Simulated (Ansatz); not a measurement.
# HF/cc-pVDZ run of Si2NH6F (SMILES F[SiH2]N[SiH3])

Aim: the electronic atomisation energy of Si2NH6F at HF/cc-pVDZ, from 5 runs. 

The results are computed with Ansatz 0.2.0.

69 further runs of the same task are left out: 69 set aside as unsound or not needed.

## 1. Starting point

The species is Si2NH6F (10 atoms), meant as a singlet with charge 0. As SMILES, `F[SiH2]N[SiH3]`. The shape is that of a PBE0-D4/def2-TZVP optimisation. This is one conformer, not always the lowest.

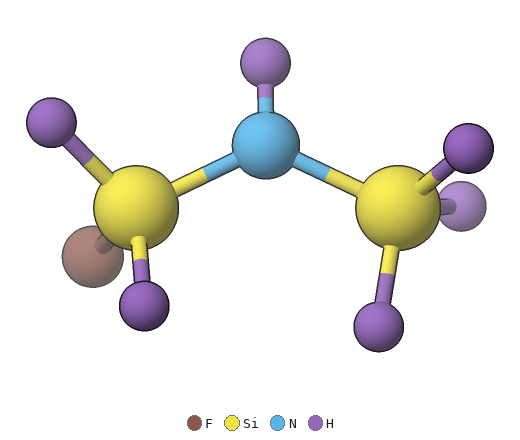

The structure, seen from a chosen angle (fluorine brown, silicon yellow, nitrogen blue, hydrogen purple).

## 2. The energy at HF/cc-pVDZ

File molecule.yaml:

```yaml
crystal:
  periodic: [false, false, false]
  atoms:
    - {symbol: F, position_ang: [-1.561500, 0.994300, -1.776700]}
    - {symbol: Si, position_ang: [-0.375000, 1.301800, -0.745900]}
    - {symbol: "N", position_ang: [0.514800, -0.094800, -0.335900]}
    - {symbol: Si, position_ang: [0.194800, -1.236100, 0.928700]}
    - {symbol: H, position_ang: [0.517200, 2.267200, -1.426700]}
    - {symbol: H, position_ang: [-1.010100, 1.839400, 0.475900]}
    - {symbol: H, position_ang: [1.264300, -0.336200, -0.970000]}
    - {symbol: H, position_ang: [1.391500, -1.422100, 1.791600]}
    - {symbol: H, position_ang: [-0.186300, -2.569800, 0.392000]}
    - {symbol: H, position_ang: [-0.924400, -0.683300, 1.730300]}
basis:
  gaussian:
    orbitals: cc-pVDZ
hamiltonian:
  xc: hf
accuracy: high
output: {orbitals: {seedname: orbitals}}
```

The run is started by

```console
ansatz run molecule.yaml --threads 1 --pin off --max-ram 3480MiB --events-out events.jsonl --progress --plain --runs-dir runs
```

Output:

```text
Warning: RAYON_NUM_THREADS=1 ignored (pool sized by the plan → 1); use --threads N
Functional definition: HF
  name "HF"
  exchange = exact_x
  correlation = 0
2240 factors; integrals over basis functions are off by at most 3.7e-9 eV
mean field evaluation 1: about -20006.8972 eV, gradient 3.6e1 eV
mean field evaluation 2: about -20006.9635 eV, gradient 3.6e1 eV
mean field evaluation 4: about -20009.8457 eV, gradient 2.7e0 eV
mean field evaluation 8: about -20009.8778 eV, gradient 8.7e-2 eV
mean field evaluation 16: about -20009.8779 eV, gradient 6.1e-9 eV
mean field -20009.87787028 eV, -735.3494485503 hartree, gradient 6.1e-9 eV, S^2 0.000000; 0 other end points of the search recorded, 0 dependent functions left out
reference -20009.87787028 eV, -735.3494485503 hartree; 25, 25 occupied and 69, 69 virtual orbitals, 2240 factors
Total energy: -20009.87787028 eV, -735.3494485503 hartree
```

Run time: 4.2 s. Hardware: 1 thread of Intel Xeon Platinum 8488C (Sapphire Rapids), shared host; peak memory 0.3 GiB.

## 3. The F atom, same level

File input.yaml:

```yaml
crystal:
  periodic: [false, false, false]
  atoms:
    - symbol: F
      position_ang: [0.000000, 0.000000, 0.000000]
basis:
  gaussian:
    orbitals: cc-pVDZ
total_charge: 0
magnetization:
  spin_polarized: true
  initial_magnetization: 1
hamiltonian:
  xc: hf
accuracy: high
```

Run the same way, it converges to -99.37524 Eh (log not shown).

## 4. The H atom

File job.yaml:

```yaml
crystal:
  periodic: [false, false, false]
  atoms:
    - {symbol: H, position_ang: [0.000000, 0.000000, 0.000000]}
basis:
  gaussian:
    orbitals: cc-pVDZ
magnetization:
  spin_polarized: true
  initial_magnetization: 1
accuracy: high
hamiltonian:
  xc: hf
```

Run the same way, it converges to -0.49928 Eh (log not shown).

## 5. The N atom

File molecule.yaml:

```yaml
crystal:
  periodic: [false, false, false]
  atoms:
    - {symbol: N, position_ang: [0.000000, 0.000000, 0.000000]}
basis:
  gaussian:
    orbitals: cc-pVDZ
magnetization:
  spin_polarized: true
  initial_magnetization: 3
hamiltonian:
  xc: hf
accuracy: high
```

Run the same way, it converges to -54.39111 Eh (log not shown).

## 6. The Si atom

File in.yaml:

```yaml
basis:
  gaussian:
    orbitals: cc-pVDZ
crystal:
  periodic: [false, false, false]
  atoms:
    - {symbol: Si, position_ang: [0.000000, 0.000000, 0.000000]}
magnetization:
  spin_polarized: true
  initial_magnetization: 2
hamiltonian:
  xc: hf
accuracy: high
```

Run the same way, it converges to -288.85008 Eh (log not shown).

## 7. Summary of results

At HF/cc-pVDZ:

| quantity | value |
| --- | --- |
| molecule: total energy | -735.34945 Eh |
| molecule: HOMO energy | -11.36 eV |
| molecule: LUMO energy | 3.81 eV |
| molecule: HOMO–LUMO gap | 15.16 eV |
| F atom: total energy | -99.37524 Eh |
| F atom: ⟨S²⟩ | 0.752 |
| H atom: total energy | -0.49928 Eh |
| H atom: ⟨S²⟩ | 0.750 |
| N atom: total energy | -54.39111 Eh |
| N atom: ⟨S²⟩ | 3.754 |
| Si atom: total energy | -288.85008 Eh |
| Si atom: ⟨S²⟩ | 2.011 |
| electronic atomisation energy | 24.144 eV |

Taking the molecule apart into free atoms costs 24.14 eV (2330 kJ/mol), before zero-point energy and without spin-orbit coupling. Hartree–Fock lacks the correlation of the bonding pairs, which as a rule makes this value much too low; in minimal bases other errors can mask that.
